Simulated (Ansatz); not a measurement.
## Electronic structure of ClH6NSi2 (SMILES [SiH3]N[SiH2]Cl) in real space

The calculation's input:

```
crystal:
  periodic: [false, false, false]
  atoms:
    - { symbol: Si, position_ang: [-0.1743, 1.3139, 0.4172] }
    - { symbol: "N", position_ang: [-0.7848, -0.231, 0.2678] }
    - { symbol: Si, position_ang: [0.2873, -1.1286, -0.6537] }
    - { symbol: Cl, position_ang: [-0.2236, -3.0671, -0.652] }
    - { symbol: H, position_ang: [-0.0791, 1.9656, -0.9514] }
    - { symbol: H, position_ang: [-1.2212, 2.1129, 1.2049] }
    - { symbol: H, position_ang: [1.0872, 1.3531, 1.1463] }
    - { symbol: H, position_ang: [-0.829, -0.6261, 1.1825] }
    - { symbol: H, position_ang: [0.3708, -0.6352, -1.9979] }
    - { symbol: H, position_ang: [1.6498, -1.1087, 0.0392] }
basis:
  gaussian: { orbitals: "6-31G*" }
hamiltonian:
  xc: b3lyp
relax:
  f_tol: 0.02
  max_steps: 40
scf:
  lower_state_search: "off"
output:
  orbitals: {}
```

Run with:

```sh
ansatz run input.yaml --threads 2 --pin off --max-ram 3072MiB --backend cpu --events-out ev --progress --plain --runs-dir out
```

The fields are those of the relaxed geometry.

Level of theory: RKS B3LYP/6-31G* in Ansatz 0.2.0.

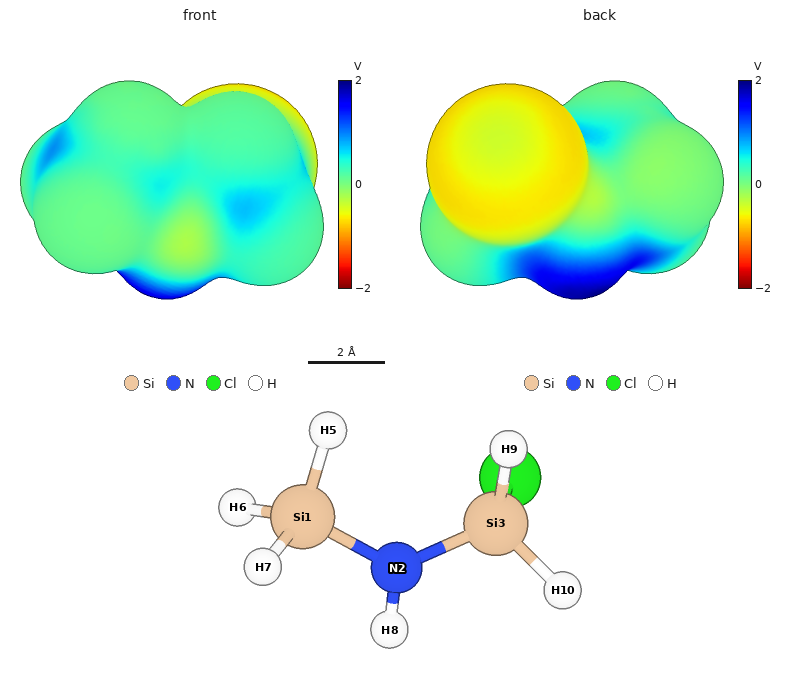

Figure 1. The molecular electrostatic potential painted on the density surface at 0.001 e/bohr³, seen from the front and from behind; red is negative and blue positive. The bare structure is drawn below in the same view.

> Which sites attract a positive test charge, and which a negative one?

A positive charge is drawn to the negative regions and a negative charge to the positive ones. The most negative region (about −0.7 V) lies over Cl4, the most positive (about +1.8 V) over H8.

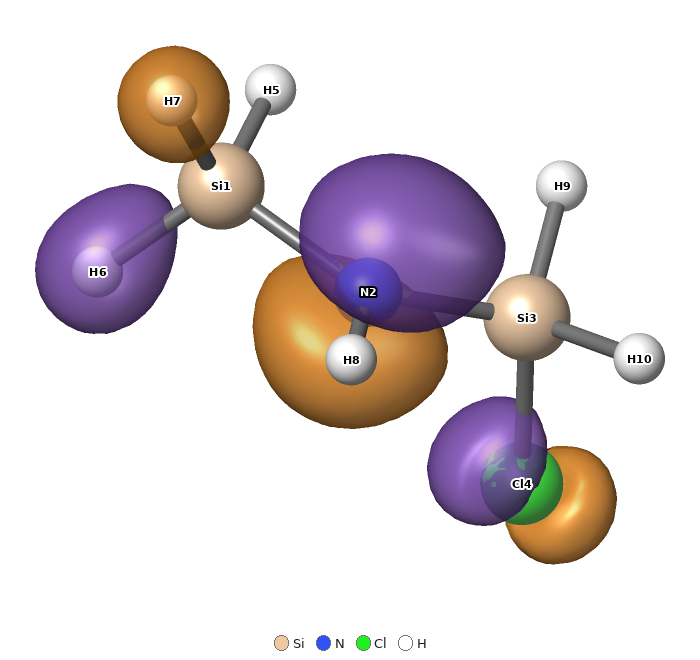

Figure 2. The HOMO at ±0.15 Å⁻³ᐟ² (orange and purple are the two phases), seen at an oblique angle.

> Where does this orbital lie, and at what energy?

It lies mainly on N2 (about 55 %), Si1 (about 10 %), Cl4 (about 10 %) and H6 (about 5 %). Its energy is −7.60 eV.

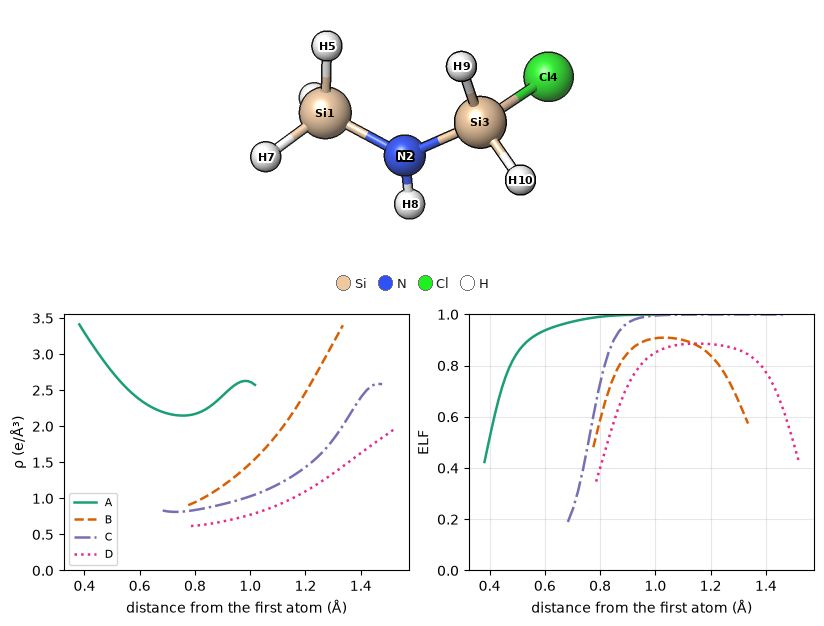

Figure 3. Electron density and electron localisation function along straight lines between neighbouring atoms. The curves leave out the atomic cores. The structure is drawn too.

> Which curve belongs to which contact (N–H, Si–Cl, Si–H and Si–N)? The first atom named is at distance zero.

Curve A: N–H (1.02 Å): ρ is about 2.7 e/Å³ halfway; the ELF climbs to about 1 towards the hydrogen, as it does in any bond to H (an ordinary covalent bond to hydrogen). Curve B: Si–N (1.72 Å): the density is about 1.1 e/Å³ at the midpoint; the ELF peaks at about 0.90 between the atoms, as expected for a shared but strongly polarised pair. Curve C: Si–H (1.48 Å): ρ at the midpoint is about 0.81 e/Å³; the ELF climbs to about 1 towards the hydrogen. Curve D: Si–Cl (2.09 Å): ρ at the midpoint is about 0.83 e/Å³; the ELF peaks at about 0.90 between the atoms; a shared but strongly polarised pair.

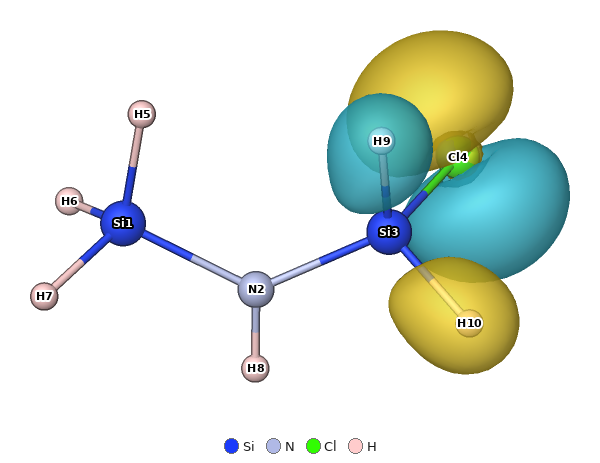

Figure 4. The HOMO−1 at ±0.15 Å⁻³ᐟ² (yellow and cyan are the two phases), seen across its widest extent.

> What is the character of this orbital?

By Hirshfeld shares it lies mainly on Cl4 (about 75 %), Si3 (about 10 %), H10 (about 10 %) and H9 (about 5 %); largely a lone pair of Cl4. Its energy is −8.37 eV.
